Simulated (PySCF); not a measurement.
CH$_{4}$Cl$_{2}$O, SMILES `CO.ClCl`.

Computed with PySCF, PBE/def2-SVPD, geometry: GFN2-xTB. GFN2-xTB bond lengths at metals and heavier atoms can be off by up to 0.1 Å and shapes distorted, which carries into these values.

Input script:

```python
import numpy as np
from pyscf import gto, scf, dft
from pyscf.scf import atom_ks, atom_hf
from scipy.linalg import block_diag
from pyscf.dispersion import dftd3

def solve(mol, dm0=None, hcore=None):
    mf = (dft.UKS if mol.spin else dft.RKS)(mol, xc='pbe')
    mf.grids.level = 3
    mf = mf.density_fit(auxbasis='def2-universal-jkfit')
    mf.conv_tol, mf.max_cycle = 1e-8, 80
    if hcore is not None:
        mf.get_hcore = lambda *args: hcore
    mf.kernel(dm0)
    if not mf.converged:
        mf = mf.newton().run(mf.mo_coeff, mf.mo_occ, max_cycle=30)
    assert mf.converged, 'SCF not converged'
    return mf

mol = gto.M(atom='''
C      3.05509     0.53213    -0.00271
O      2.11294    -0.51910    -0.00104
H      2.48944     1.46280    -0.01123
H      3.68963     0.49248    -0.87789
H      3.68087     0.50345     0.90830
H      2.57987    -1.36224     0.00565
Cl    -2.39519     0.14314     0.00070
Cl    -0.40915    -0.15117    -0.00072
''', basis='def2-svpd', charge=0, spin=0, verbose=4)
mol_a = gto.M(atom='''
C      3.05509     0.53213    -0.00271
O      2.11294    -0.51910    -0.00104
H      2.48944     1.46280    -0.01123
H      3.68963     0.49248    -0.87789
H      3.68087     0.50345     0.90830
H      2.57987    -1.36224     0.00565
ghost-Cl    -2.39519     0.14314     0.00070
ghost-Cl    -0.40915    -0.15117    -0.00072
''', basis='def2-svpd', charge=0, spin=0, verbose=4)
mol_b = gto.M(atom='''
ghost-C      3.05509     0.53213    -0.00271
ghost-O      2.11294    -0.51910    -0.00104
ghost-H      2.48944     1.46280    -0.01123
ghost-H      3.68963     0.49248    -0.87789
ghost-H      3.68087     0.50345     0.90830
ghost-H      2.57987    -1.36224     0.00565
Cl    -2.39519     0.14314     0.00070
Cl    -0.40915    -0.15117    -0.00072
''', basis='def2-svpd', charge=0, spin=0, verbose=4)
ab, a, b = solve(mol), solve(mol_a), solve(mol_b)
e_int = ab.e_tot - a.e_tot - b.e_tot
print('counterpoise-corrected interaction energy / kcal/mol', e_int * 627.5095)
def disp(atoms, charge):
    m = gto.M(atom=atoms, charge=charge, basis='sto-3g', spin=None, unit='Bohr', verbose=0)
    return dftd3.DFTD3Dispersion(m, xc='pbe', version='d3bj').get_dispersion()['energy']
e_disp = disp(mol._atom, mol.charge) - disp(mol._atom[:6], mol_a.charge) - disp(mol._atom[6:], mol_b.charge)
print('D3(BJ) part / kcal/mol', e_disp * 627.5095)
# spherically averaged free atoms, for the promolecule
atm = atom_ks.get_atm_nrks(mol, xc='pbe')
pro = block_diag(*[(atm[a[0]][2] * atm[a[0]][3]) @ atm[a[0]][2].T for a in mol._atom])
np.savez('result.npz', e_int=e_int, e_disp=e_disp, dm_a=a.make_rdm1(), dm_b=b.make_rdm1(), c=ab.mo_coeff, occ=ab.mo_occ, eps=ab.mo_energy, pro=pro, d=[f.dip_moment(verbose=0) for f in (ab, a, b)])
```

Command:

```sh
OMP_NUM_THREADS=1 python input.py
```

The run took 31 s on 1 thread of Arm Neoverse V2, with other jobs on the host, peak memory 0.48 GiB.

Partitions, critical points and surface values were worked out afterwards from this run's density.

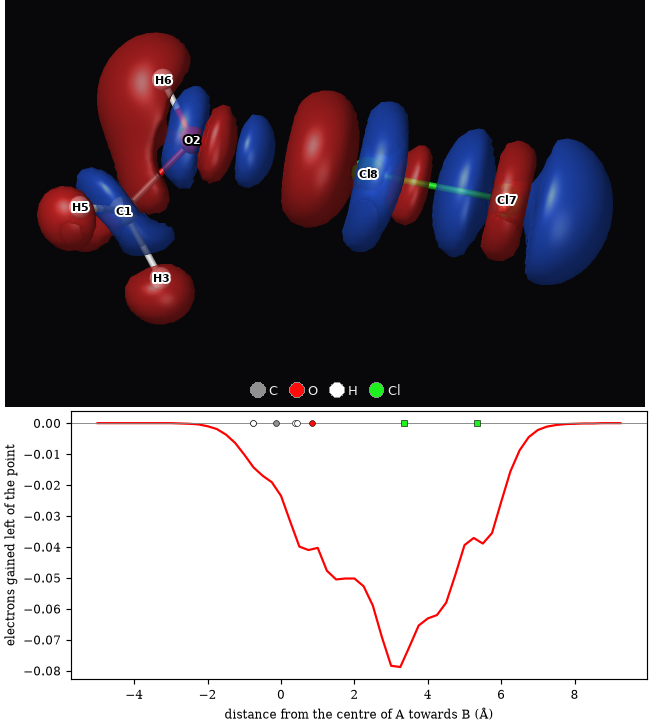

Density of the complex less the densities of the two fragments at the same geometry, ±0.003 e/Å³ (blue: gain, red: loss). Fragment A: H4CO (atoms 1–6); fragment B: Cl2. Below: the charge-displacement curve along the line of centres (A on the left).

### Which way does charge flow?

Hirshfeld charges show 0.051 e passing from A to B. By Hirshfeld charges, electrons gather most on Cl7 (−0.059 e) and leave H6 most (+0.014 e); 0.11 e is displaced in all, which induces a dipole of 1.65 D.

### What is the interaction energy, and which contacts carry it?

The counterpoise-corrected interaction energy of the frozen fragments is −3.6 kcal/mol without dispersion correction and −4.5 kcal/mol with D3(BJ). The pair geometry is semi-empirical, not a minimum at this level. Contacts: O2···Cl8, 2.55 Å, ρ = 0.025 a.u. The pose is a local one from a semi-empirical search, not shown to be the most stable.
